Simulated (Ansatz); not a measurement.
# H2O2Si···SiH4: what the fields show

Input file:

```
crystal:
  periodic: [false, false, false]
  atoms:
    - {symbol: Si, position_ang: [-1.371941, 0.121984, 1.051676]}
    - {symbol: Si, position_ang: [1.980360, 0.603621, -0.745073]}
    - {symbol: H, position_ang: [0.883715, 1.321239, -1.440689]}
    - {symbol: O, position_ang: [-2.925909, 0.189853, 1.576407]}
    - {symbol: O, position_ang: [-1.449960, -1.257617, 0.130764]}
    - {symbol: H, position_ang: [2.292603, 1.260611, 0.545485]}
    - {symbol: H, position_ang: [3.187890, 0.579201, -1.610031]}
    - {symbol: H, position_ang: [1.556070, -0.801491, -0.493547]}
    - {symbol: H, position_ang: [-3.524415, -0.506425, 1.283733]}
    - {symbol: H, position_ang: [-0.628311, -1.510974, -0.298727]}
basis:
  gaussian: {orbitals: def2-TZVPP}
hamiltonian: {xc: pbe0, dispersion: d4}
output: {orbitals: {seedname: orbitals}}
```

Launched as:

```sh
ansatz run in.yaml --threads 4 --pin off --events-out ev --progress --plain --max-ram 9574MiB
```

The product side of a reaction path; geometry: PBE0-D4/def2-TZVP.

Level of theory: RKS PBE0-D4/def2-TZVPP (Ansatz 0.2.0).

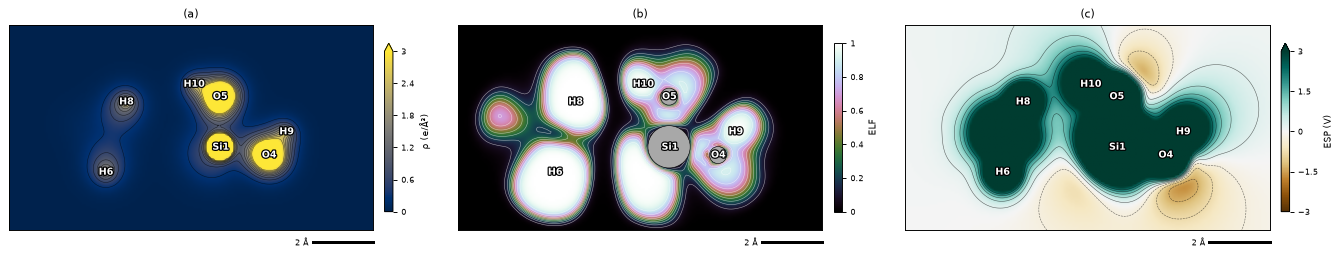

Figure 1. (a) electron density; (b) ELF; (c) electrostatic potential on the plane of atoms O4, Si1 and O5. Grey discs cover the atomic cores in the ELF map.

> What do the fields say about this system?

- The plane passes through Si, O and H nuclei.
- Si–O (1.64 Å): the density is about 1.2 e/Å³ at the midpoint; the ELF peaks at about 0.85 between the atoms (a shared but strongly polarised pair).
- O–H (0.96 Å): the density is about 3.8 e/Å³ at the midpoint; the ELF climbs to about 1 towards the hydrogen, as it does in any bond to H: a covalent bond by its length.
- The ELF also peaks beside Si1, O4 and O5, away from the bonds: lone-pair regions.
- Outside the dense part of the complex the potential is most negative (−1.6 V) near O4.

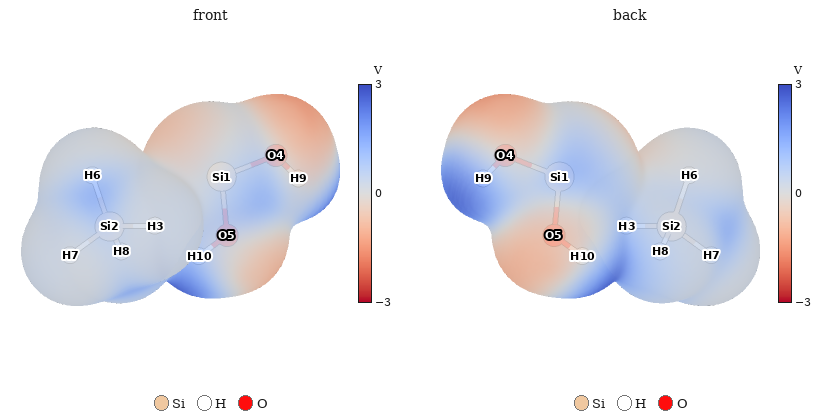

Figure 2. The electrostatic potential painted on the density surface at 0.002 e/bohr³, seen from the front and from behind; red is negative and blue positive.

> Where is the surface potential most negative and most positive?

The most negative region (about −1.3 V) lies over O4, the most positive (about +2.4 V) over H9 and H10. O4 is the likeliest acceptor of a hydrogen bond.

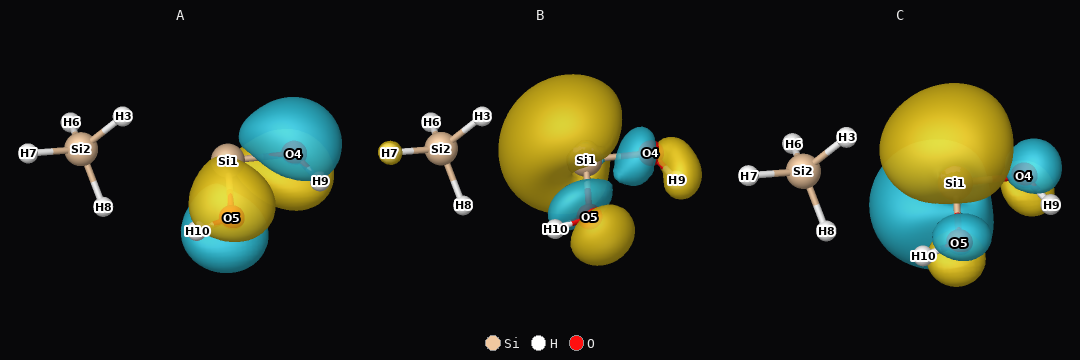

Figure 3. Three frontier orbitals at ±0.08 Å⁻³ᐟ² (yellow and cyan are the two phases), in no order.

> Which picture is the HOMO−1, the HOMO and the LUMO?

A is the HOMO−1 (−9.58 eV). By Hirshfeld shares it lies mainly on O4 (about 45 %) and O5 (about 40 %); largely a combination of lone pairs on O4 and O5. B is the HOMO (−7.10 eV). By Hirshfeld shares it lies mainly on Si1 (about 75 %), O5 (about 15 %) and O4 (about 5 %). C is the LUMO (−1.12 eV). It lies mainly on Si1 (about 80 %), O5 (about 10 %) and O4 (about 10 %).

> What is the HOMO–LUMO gap?

5.98 eV between the orbital energies.
